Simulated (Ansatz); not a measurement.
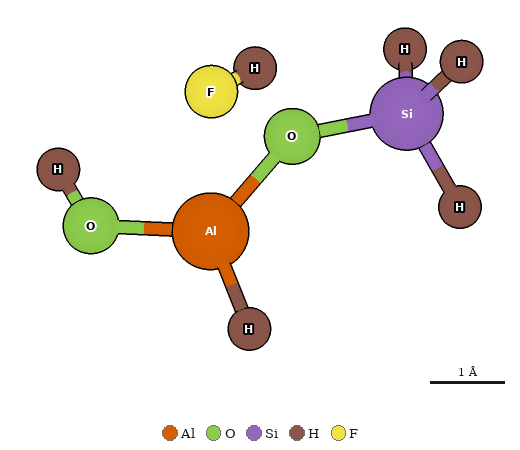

*The structure as given in the input (ball-and-stick view, seen at a tilt). Sticks mark near contacts.*

Bond lengths as drawn: Al–H 1.58 Å, Al–O 1.70 to 1.76 Å, F–H 0.93 Å, H–O 0.97 Å, H–Si 1.50 to 1.51 Å and O–Si 1.67 Å.

Run report: AlSiH6O2F, geometry relaxation (part 1 of 3)

AlSiH6O2F, computed with RKS PBE-D4/def2-SVP (Ansatz 0.2.0).

It belongs to a series of runs on one base structure; here: end point A relaxed.

The input:
```yaml
crystal:
  periodic: [false, false, false]
  atoms:
    - { symbol: Al, position_ang: [-0.196468, -0.213873, -0.065623] }
    - { symbol: O, position_ang: [-0.314468, -0.156218, 1.693503] }
    - { symbol: Si, position_ang: [-1.304286, -0.550659, 2.984388] }
    - { symbol: H, position_ang: [-2.505556, -1.33985, 2.530183] }
    - { symbol: H, position_ang: [-0.536522, -1.365037, 3.989398] }
    - { symbol: H, position_ang: [-1.783777, 0.710745, 3.653684] }
    - { symbol: O, position_ang: [1.281574, -0.595965, -0.822702] }
    - { symbol: H, position_ang: [2.14348, -0.656231, -0.389911] }
    - { symbol: H, position_ang: [-1.493155, -0.101535, -0.959494] }
    - { symbol: F, position_ang: [0.327856, 2.484442, 0.787261] }
    - { symbol: H, position_ang: [0.158722, 1.99148, 1.561113] }
basis:
  gaussian: { orbitals: def2-SVP }
hamiltonian:
  xc: pbe
  dispersion: d4
relax:
  f_tol: 0.03
  max_steps: 50
```

Machine: 2 threads of Arm Neoverse V2, 24 GiB of memory available, shared host.

Launch command:
```bash
ansatz run input.yaml --threads 2 --pin off --max-ram 3072MiB --backend cpu --events-out ev --progress --plain --runs-dir out
```

Output:
```
The last accepted step is kept in [file] (removed where the run ends without a failure and the disk answers)
Engine: ansatz 0.2.0, aarch64-unknown-linux-gnu
Functional definition: PBE
  parameter kappa = 0.804
  parameter beta = 0.06672455060314922
  exchange = pbe_x(kappa = kappa, mu = beta*pi^2/3)
  correlation = pbe_c(beta = beta)
1171 factors; their error is unknown
mean field evaluation 1: about -21349.1058 eV, gradient 8.5e1 eV
mean field evaluation 2: about -21268.0981 eV, gradient 2.0e2 eV
mean field evaluation 4: about -21361.4124 eV, gradient 1.9e1 eV
mean field evaluation 8: about -21361.9775 eV, gradient 8.3e-2 eV
mean field evaluation 16: about -21361.9093 eV, gradient 5.0e-5 eV
mean field -21361.90927542 eV, -785.0356862495 hartree, gradient 5.0e-5 eV, S^2 0.000000; 0 other end points of the search recorded, 0 dependent functions left out
the calculation of the forces begins
reference -21361.90932125 eV, -785.0356879338 hartree; 29, 29 occupied and 79, 79 virtual orbitals, 1171 factors
relax step   1: F+E_penalty+E_count = -21362.10465850 eV  Δ(F+E_penalty+E_count) = +0.000e0 eV  max|allowed force component| = 5.394e-1 eV/Å  Δτ_max = 0.0000 Å  (26 SCF iters, accepted)
these checks for a lower state are left out or cut short: starts, cluster_reference, orbital_swaps, neighbouring_geometries, increment
1171 factors; their error is unknown
mean field -21362.07601446 eV, -785.0418137963 hartree, gradient 1.8e-5 eV, S^2 0.000000; 0 other end points of the search recorded, 0 dependent functions left out
[... from here on the field's lines of each further geometry are left out, up to the last ...]
relax step   2: F+E_penalty+E_count = -21362.27555927 eV  Δ(F+E_penalty+E_count) = -1.709e-1 eV  max|allowed force component| = 4.171e-1 eV/Å  Δτ_max = 0.1985 Å  (30 SCF iters, accepted)
relax step   3: F+E_penalty+E_count = -21362.42526013 eV  Δ(F+E_penalty+E_count) = -1.497e-1 eV  max|allowed force component| = 5.663e-1 eV/Å  Δτ_max = 0.1947 Å  (29 SCF iters, accepted)
relax step   4: F+E_penalty+E_count = -21362.57479840 eV  Δ(F+E_penalty+E_count) = -1.495e-1 eV  max|allowed force component| = 7.690e-1 eV/Å  Δτ_max = 0.1949 Å  (29 SCF iters, accepted)
relax step   5: F+E_penalty+E_count = -21362.61478777 eV  Δ(F+E_penalty+E_count) = -3.999e-2 eV  max|allowed force component| = 7.189e-1 eV/Å  Δτ_max = 0.0609 Å  (29 SCF iters, accepted)
relax step   6: F+E_penalty+E_count = -21362.66354048 eV  Δ(F+E_penalty+E_count) = -4.875e-2 eV  max|allowed force component| = 9.072e-1 eV/Å  Δτ_max = 0.0724 Å  (29 SCF iters, accepted)
relax step   7: F+E_penalty+E_count = -21362.71960406 eV  Δ(F+E_penalty+E_count) = -5.606e-2 eV  max|allowed force component| = 5.357e-1 eV/Å  Δτ_max = 0.0934 Å  (29 SCF iters, accepted)
relax step   8: F+E_penalty+E_count = -21362.77207372 eV  Δ(F+E_penalty+E_count) = -5.247e-2 eV  max|allowed force component| = 9.170e-1 eV/Å  Δτ_max = 0.0879 Å  (29 SCF iters, accepted)
relax step   9: F+E_penalty+E_count = -21362.83437539 eV  Δ(F+E_penalty+E_count) = -6.230e-2 eV  max|allowed force component| = 1.918e0 eV/Å  Δτ_max = 0.0899 Å  (29 SCF iters, accepted)
relax step  10: F+E_penalty+E_count = -21362.93978000 eV  Δ(F+E_penalty+E_count) = -1.054e-1 eV  max|allowed force component| = 8.493e-1 eV/Å  Δτ_max = 0.0876 Å  (28 SCF iters, accepted)
relax step  11: F+E_penalty+E_count = -21363.04133621 eV  Δ(F+E_penalty+E_count) = -1.016e-1 eV  max|allowed force component| = 4.354e-1 eV/Å  Δτ_max = 0.2000 Å  (33 SCF iters, accepted)
relax step  12: F+E_penalty+E_count = -21363.01992660 eV  Δ(F+E_penalty+E_count) = +2.141e-2 eV  max|allowed force component| = 1.543e0 eV/Å  Δτ_max = 0.1950 Å  (33 SCF iters, rejected (line search))
relax step  13: F+E_penalty+E_count = -21363.08826058 eV  Δ(F+E_penalty+E_count) = -4.692e-2 eV  max|allowed force component| = 5.047e-1 eV/Å  Δτ_max = 0.0931 Å  (29 SCF iters, accepted)
relax step  14: F+E_penalty+E_count = -21363.10881371 eV  Δ(F+E_penalty+E_count) = -2.055e-2 eV  max|allowed force component| = 2.557e-1 eV/Å  Δτ_max = 0.0998 Å  (30 SCF iters, accepted)
relax step  15: F+E_penalty+E_count = -21363.11129474 eV  Δ(F+E_penalty+E_count) = -2.481e-3 eV  max|allowed force component| = 3.617e-1 eV/Å  Δτ_max = 0.0911 Å  (29 SCF iters, accepted)
relax step  16: F+E_penalty+E_count = -21363.11870323 eV  Δ(F+E_penalty+E_count) = -7.408e-3 eV  max|allowed force component| = 2.522e-1 eV/Å  Δτ_max = 0.0412 Å  (29 SCF iters, accepted)
relax step  17: F+E_penalty+E_count = -21363.12088290 eV  Δ(F+E_penalty+E_count) = -2.180e-3 eV  max|allowed force component| = 4.281e-2 eV/Å  Δτ_max = 0.0300 Å  (29 SCF iters, accepted)
relax step  18: F+E_penalty+E_count = -21363.12417973 eV  Δ(F+E_penalty+E_count) = -3.297e-3 eV  max|allowed force component| = 6.594e-2 eV/Å  Δτ_max = 0.1279 Å  (29 SCF iters, accepted)
relax step  19: F+E_penalty+E_count = -21363.12051825 eV  Δ(F+E_penalty+E_count) = +3.661e-3 eV  max|allowed force component| = 3.263e-1 eV/Å  Δτ_max = 0.1963 Å  (28 SCF iters, rejected (line search))
relax step  20: F+E_penalty+E_count = -21363.11012744 eV  Δ(F+E_penalty+E_count) = +1.405e-2 eV  max|allowed force component| = 5.642e-1 eV/Å  Δτ_max = 0.0981 Å  (29 SCF iters, rejected (line search))
relax step  21: F+E_penalty+E_count = -21363.12652260 eV  Δ(F+E_penalty+E_count) = -2.343e-3 eV  max|allowed force component| = 2.341e-2 eV/Å  Δτ_max = 0.0470 Å  (27 SCF iters, accepted)
relax step  22: F+E_penalty+E_count = -21363.12838741 eV  Δ(F+E_penalty+E_count) = -1.865e-3 eV  max|allowed force component| = 6.032e-2 eV/Å  Δτ_max = 0.0976 Å  (29 SCF iters, accepted)
relax step  23: F+E_penalty+E_count = -21363.12935316 eV  Δ(F+E_penalty+E_count) = -9.657e-4 eV  max|allowed force component| = 1.328e-1 eV/Å  Δτ_max = 0.0855 Å  (28 SCF iters, accepted)
relax step  24: F+E_penalty+E_count = -21363.13103572 eV  Δ(F+E_penalty+E_count) = -1.683e-3 eV  max|allowed force component| = 1.040e-1 eV/Å  Δτ_max = 0.0279 Å  (28 SCF iters, accepted)
relax step  25: F+E_penalty+E_count = -21363.14086431 eV  Δ(F+E_penalty+E_count) = -9.829e-3 eV  max|allowed force component| = 1.238e-1 eV/Å  Δτ_max = 0.1956 Å  (28 SCF iters, accepted)
relax step  26: F+E_penalty+E_count = -21363.15317722 eV  Δ(F+E_penalty+E_count) = -1.231e-2 eV  max|allowed force component| = 2.451e-1 eV/Å  Δτ_max = 0.1952 Å  (28 SCF iters, accepted)
relax step  27: F+E_penalty+E_count = -21363.17124678 eV  Δ(F+E_penalty+E_count) = -1.807e-2 eV  max|allowed force component| = 2.931e-1 eV/Å  Δτ_max = 0.1929 Å  (28 SCF iters, accepted)
relax step  28: F+E_penalty+E_count = -21363.19752190 eV  Δ(F+E_penalty+E_count) = -2.628e-2 eV  max|allowed force component| = 3.766e-1 eV/Å  Δτ_max = 0.1956 Å  (28 SCF iters, accepted)
relax step  29: F+E_penalty+E_count = -21363.21993017 eV  Δ(F+E_penalty+E_count) = -2.241e-2 eV  max|allowed force component| = 2.659e-1 eV/Å  Δτ_max = 0.1937 Å  (27 SCF iters, accepted)
relax step  30: F+E_penalty+E_count = -21363.24012914 eV  Δ(F+E_penalty+E_count) = -2.020e-2 eV  max|allowed force component| = 1.655e-1 eV/Å  Δτ_max = 0.0980 Å  (29 SCF iters, accepted)
relax step  31: F+E_penalty+E_count = -21363.25047365 eV  Δ(F+E_penalty+E_count) = -1.034e-2 eV  max|allowed force component| = 2.282e-1 eV/Å  Δτ_max = 0.0972 Å  (28 SCF iters, accepted)
relax step  32: F+E_penalty+E_count = -21363.25965709 eV  Δ(F+E_penalty+E_count) = -9.183e-3 eV  max|allowed force component| = 8.032e-1 eV/Å  Δτ_max = 0.1536 Å  (29 SCF iters, accepted)
relax step  33: F+E_penalty+E_count = -21363.27172534 eV  Δ(F+E_penalty+E_count) = -1.207e-2 eV  max|allowed force component| = 8.347e-1 eV/Å  Δτ_max = 0.0791 Å  (28 SCF iters, accepted)
relax step  34: F+E_penalty+E_count = -21363.29801691 eV  Δ(F+E_penalty+E_count) = -2.629e-2 eV  max|allowed force component| = 1.076e0 eV/Å  Δτ_max = 0.1460 Å  (28 SCF iters, accepted)
relax step  35: F+E_penalty+E_count = -21363.30543141 eV  Δ(F+E_penalty+E_count) = -7.414e-3 eV  max|allowed force component| = 1.786e0 eV/Å  Δτ_max = 0.1937 Å  (28 SCF iters, accepted)
relax step  36: F+E_penalty+E_count = -21363.38871155 eV  Δ(F+E_penalty+E_count) = -8.328e-2 eV  max|allowed force component| = 6.049e-1 eV/Å  Δτ_max = 0.2000 Å  (34 SCF iters, accepted)
relax step  37: F+E_penalty+E_count = -21363.40155972 eV  Δ(F+E_penalty+E_count) = -1.285e-2 eV  max|allowed force component| = 2.587e-1 eV/Å  Δτ_max = 0.0694 Å  (27 SCF iters, accepted)
relax step  38: F+E_penalty+E_count = -21363.41317513 eV  Δ(F+E_penalty+E_count) = -1.162e-2 eV  max|allowed force component| = 1.082e-1 eV/Å  Δτ_max = 0.0538 Å  (28 SCF iters, accepted)
relax step  39: F+E_penalty+E_count = -21363.41452488 eV  Δ(F+E_penalty+E_count) = -1.350e-3 eV  max|allowed force component| = 3.352e-1 eV/Å  Δτ_max = 0.0732 Å  (29 SCF iters, accepted)
relax step  40: F+E_penalty+E_count = -21363.41838918 eV  Δ(F+E_penalty+E_count) = -3.864e-3 eV  max|allowed force component| = 5.587e-2 eV/Å  Δτ_max = 0.0289 Å  (29 SCF iters, accepted)
the calculation of the forces begins
reference -21363.18799634 eV, -785.0826783764 hartree; 29, 29 occupied and 79, 79 virtual orbitals, 1171 factors
relax step  41: F+E_penalty+E_count = -21363.41910672 eV  Δ(F+E_penalty+E_count) = -7.175e-4 eV  max|allowed force component| = 2.448e-2 eV/Å  Δτ_max = 0.0126 Å  (30 SCF iters, accepted)
```

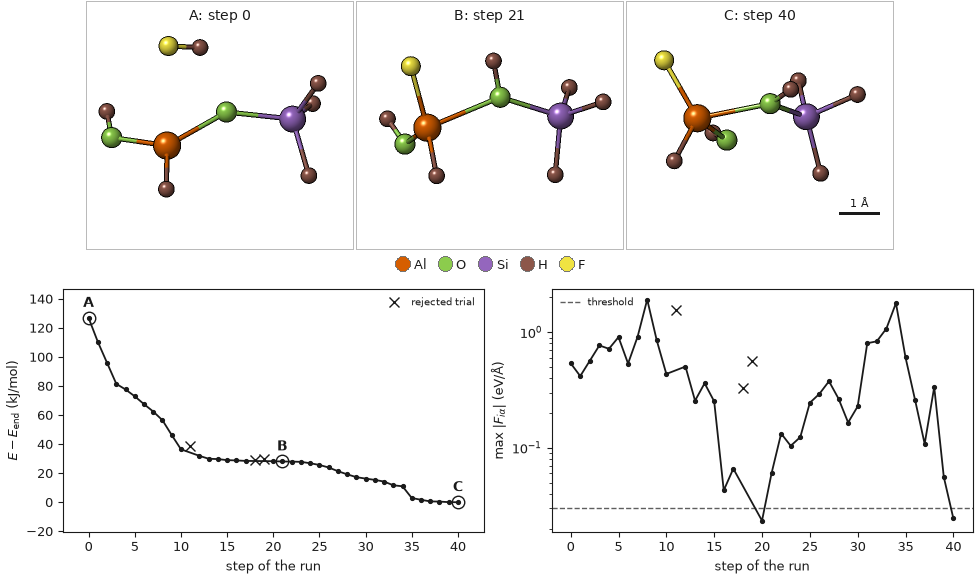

*Frames of the relaxation (ball-and-stick view, seen at a tilt) above the curves, on which the letters mark them (the first geometry is step 0 here and step 1 in the log).*

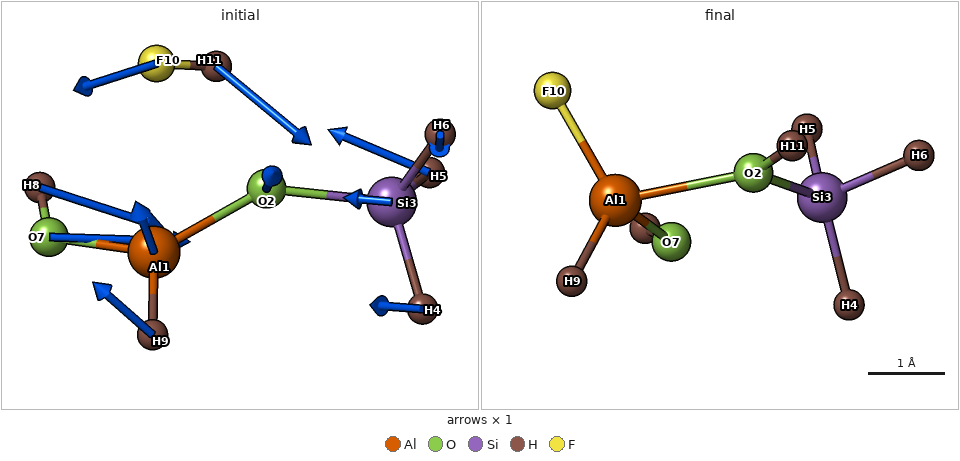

*Before (left) and after (right) the relaxation, at one scale (ball-and-stick view, seen at a tilt). The blue arrows give the displacements, at true length.*

After 40 geometry steps the energy has fallen by 126.8 kJ/mol. The largest force component goes from 0.54 to 0.024 eV/Å. The line search rejected the trial steps at points 11, 18, 19 (counted from 0) and went back. O7 moves most after the best rigid fit: 1.89 Å. Largest moves by element: O 1.89 Å, H 1.78 Å, F 1.56 Å, Al 0.92 Å, Si 0.69 Å. Distances before and after: F10–H11 0.933 → 3.484 Å, O2–H11 2.203 → 0.974 Å, Al1–F10 2.878 → 1.688 Å, O2–Si3 1.674 → 1.813 Å. New bonds form: Al1–F10 (2.88 → 1.69 Å), O2–H11 (2.20 → 0.97 Å). Bonds break: F10–H11 (0.93 → 3.48 Å). Among the angles that change: O2–Al1–O7 120.6° → 78.4°, Al1–O2–Si3 143.2° → 108.5°, O2–Si3–H6 109.5° → 91.2°. (Atoms are counted from 1 in the order of the input.)

```
1171 factors; their error is unknown
mean field -21363.18795103 eV, -785.0826767115 hartree, gradient 2.0e-5 eV, S^2 0.000000; 1 other end points of the search recorded, 0 dependent functions left out
the calculation of the forces begins
reference -21363.18799634 eV, -785.0826783764 hartree; 29, 29 occupied and 79, 79 virtual orbitals, 1171 factors
Total energy: -21363.41915203 eV, -785.0911731915 hartree
Atom 0 at    -0.058888     0.747170    -0.070230 Å, force     0.004615    -0.008570     0.003378 eV/Å
Atom 1 at    -1.003222     0.895138     1.565326 Å, force    -0.022710     0.024484     0.013549 eV/Å
Atom 2 at    -0.738006    -0.622739     2.521243 Å, force    -0.000031     0.005266     0.004306 eV/Å
Atom 3 at    -1.587842    -1.802874     2.165693 Å, force     0.001815     0.000659     0.002161 eV/Å
Atom 4 at     0.624321    -0.899564     3.090765 Å, force    -0.005613     0.000868    -0.001489 eV/Å
Atom 5 at    -1.466756    -0.028547     3.725334 Å, force     0.000322     0.000746    -0.000207 eV/Å
Atom 6 at     0.179234    -0.899874     0.638365 Å, force     0.007493    -0.012010    -0.006923 eV/Å
Atom 7 at     1.015120    -1.394753     0.649384 Å, force     0.003603     0.001058    -0.003311 eV/Å
Atom 8 at    -0.999443     0.922567    -1.332148 Å, force    -0.001803     0.007912    -0.000009 eV/Å
Atom 9 at     1.335471     1.694974     0.009452 Å, force     0.004426    -0.000347    -0.005133 eV/Å
Atom 10 at    -1.522588     1.595801     1.998617 Å, force     0.007884    -0.020065    -0.006323 eV/Å
Dipole moment:    -0.169614    -0.141330     0.274172 e Å
```

Trajectory as extended XYZ (Å, eV, eV/Å), 41 frames, from step=1 to step=41:
```
11
Properties=species:S:1:pos:R:3:forces:R:3 step=1 energy=-21362.10466
Al   -0.1965   -0.2139   -0.0656   -0.0278   0.3591   0.5394
O    -0.3145   -0.1562    1.6935    0.0400   0.2226  -0.4475
Si   -1.3043   -0.5507    2.9844    0.0239  -0.0092  -0.0312
H    -2.5056   -1.3398    2.5302    0.0058  -0.0032   0.0033
H    -0.5365   -1.3650    3.9894    0.0001  -0.0022  -0.0041
H    -1.7838    0.7107    3.6537    0.0062   0.0116   0.0073
O     1.2816   -0.5960   -0.8227   -0.0540   0.0065  -0.0743
H     2.1435   -0.6562   -0.3899    0.1106  -0.0231   0.0726
H    -1.4932   -0.1015   -0.9595    0.0128   0.0035   0.0213
F     0.3279    2.4844    0.7873    0.0045  -0.0869  -0.5346
H     0.1587    1.9915    1.5611   -0.1222  -0.4786   0.4478
11
Properties=species:S:1:pos:R:3:forces:R:3 step=2 energy=-21362.27556
Al   -0.1783   -0.1084   -0.0497    0.0360   0.4171   0.2141
O    -0.3063   -0.0902    1.7011   -0.0330   0.1262   0.0212
Si   -1.2951   -0.5317    2.9788    0.0166   0.0000   0.0074
H    -2.4892   -1.3302    2.5197    0.0336   0.0155  -0.0296
H    -0.5259   -1.3522    3.9786    0.0150   0.0061  -0.0229
H    -1.7860    0.7177    3.6622   -0.0118   0.0036   0.0238
O     1.2831   -0.5617   -0.8063    0.0659   0.0051  -0.0058
H     2.1440   -0.6617   -0.3728   -0.0235   0.0019   0.0089
H    -1.4815   -0.0538   -0.9413    0.0163   0.0457   0.0255
F     0.2729    2.3027    0.7293   -0.0326  -0.2285  -0.3672
H     0.1397    1.8767    1.5623   -0.0825  -0.3926   0.1246
11
Properties=species:S:1:pos:R:3:forces:R:3 step=3 energy=-21362.42526
Al   -0.1618   -0.0231   -0.0180    0.0462   0.3787  -0.1941
O    -0.2998   -0.0628    1.7315    0.0515   0.2858   0.0619
Si   -1.2959   -0.5283    2.9940   -0.0301   0.0167   0.1334
H    -2.4805   -1.3258    2.5117    0.0414   0.0126  -0.0348
H    -0.5218   -1.3545    3.9844    0.0027  -0.0044  -0.0206
H    -1.7949    0.7124    3.6885   -0.0173  -0.0233   0.0166
O     1.2880   -0.5089   -0.7797    0.1121  -0.0326   0.0374
H     2.1423   -0.6528   -0.3441   -0.0567   0.0091  -0.0182
H    -1.4653    0.0351   -0.9078   -0.0081   0.0254   0.0314
F     0.2491    2.2001    0.6467   -0.0156  -0.2720  -0.5663
H     0.1181    1.7160    1.4545   -0.1261  -0.3960   0.5533
```
